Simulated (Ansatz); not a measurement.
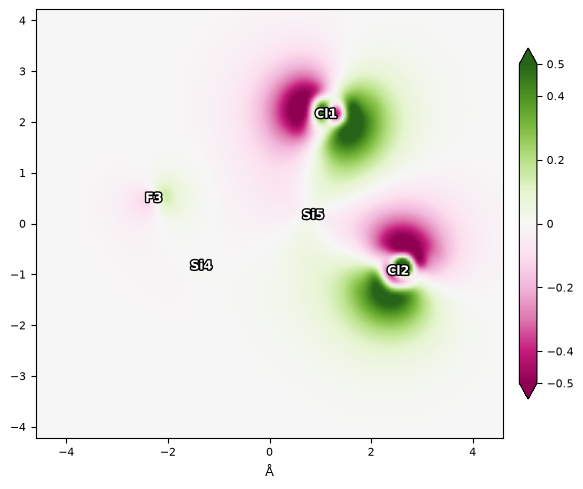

*Cl2FH2Si2 (SMILES F[SiH2][Si+](Cl)Cl) (charge +1). The HOMO−1 on the plane of atoms Cl1, Si5 and Si4 (values in Å⁻³ᐟ²; the overall sign is arbitrary).*

Geometry: PBE-D3(BJ)/def2-SVP.

The calculation used Ansatz, isolated molecule in a Gaussian basis; Kohn-Sham density functional theory, functional PBE0.

Input

```
crystal:
  periodic: [false, false, false]
  atoms:
    - symbol: Cl
      position_ang: [0.422784, 1.774432, 3.056647]
    - symbol: Cl
      position_ang: [-0.799667, -1.341420, 3.641829]
    - symbol: F
      position_ang: [0.053907, 1.121721, -0.647880]
    - symbol: Si
      position_ang: [-0.495418, -0.294328, -0.088102]
    - symbol: Si
      position_ang: [-0.283160, 0.058010, 2.295478]
    - symbol: H
      position_ang: [-1.958553, -0.490110, -0.303898]
    - symbol: H
      position_ang: [0.416916, -1.439341, -0.374765]
basis:
  gaussian:
    orbitals: def2-TZVPD
hamiltonian:
  xc: {name: PBE0}
output: {forces: true, orbitals: {seedname: orbitals}}
total_charge: 1
```

Launched as:

```sh
ansatz run input.yaml --threads 1 --pin off --max-ram 2610MiB --events-out events.jsonl --progress --plain --runs-dir runs
```

Where does this orbital lie, and at what energy?

By Hirshfeld shares it lies mainly on Cl1 (about 50 %) and Cl2 (about 45 %); largely a combination of lone pairs on Cl1 and Cl2. Its energy is −15.02 eV.
